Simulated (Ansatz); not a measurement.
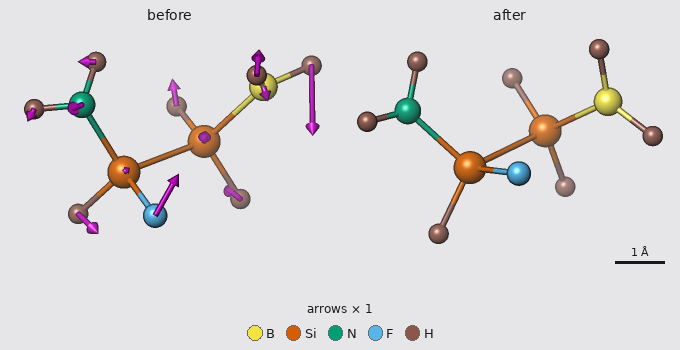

The structure of BSi2NH7F before (left) and after (right) a relaxation, at one scale. The purple arrows give the displacements, at their true length.

A ball-and-stick model, seen at a tilt.

The run prepares an end point of a later path (inversion) calculation, from a guessed geometry.

These are results of RKS PBE-D4/def2-SVP (Ansatz), not measurements. Set-up: no spin polarisation; force threshold 0.015 eV/Å; at most 40 steps.

Q: Describe what moved and what it gained.

A: The relaxation stopped without meeting its thresholds, so the last structure isn't shown to be converged. It used up its limit of 40 steps. Over 34 accepted moves (39 points after the start) the energy falls by 21.9 kcal/mol. The largest force component goes from 2.5 to 0.13 eV/Å. The line search rejected the trial steps at points 11, 17, 20, 25, 31 of the run. The atom that moves furthest after the best rigid fit is an H atom (1.79 Å). Largest moves by element: H 1.79 Å, F 0.99 Å, N 0.59 Å, Si 0.36 Å, B 0.33 Å. Some distances before and after: Si–Si 2.210 → 2.373 Å, B–H 1.115 → 1.219 Å, H–Si 1.429 → 1.508 Å, B–Si 1.942 → 1.991 Å. Among the angles between lasting bonds that change: B–Si–Si 107.8° → 91.4°, Si–N–H 107.9° → 121.1°, B–Si–H 108.6° → 117.9°. Groups turn about B–Si by about 85°, Si–Si by about 45°.
